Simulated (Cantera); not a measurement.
Input: 1 mol Al, 2.7 mol Cl2, held at 133 Pa.

Cantera equilibrium calculation (NASA polynomials, part measured and part estimated; ideal gas, pure solids and liquids). Candidate condensed phases: Al, AlCl3; 8 gas species. Equilibrium is a limit: real reactors are often held back by kinetics, nucleation or transport.

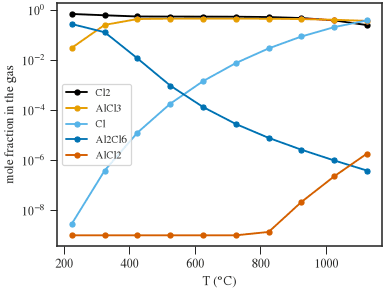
Fig. 1. Equilibrium gas composition (values under 1e-9 drawn at 1e-9)

From 225 °C to 1125 °C nothing is condensed. The main Al-bearing gas is Al2Cl6 at 225 °C and AlCl3 at 1125 °C.
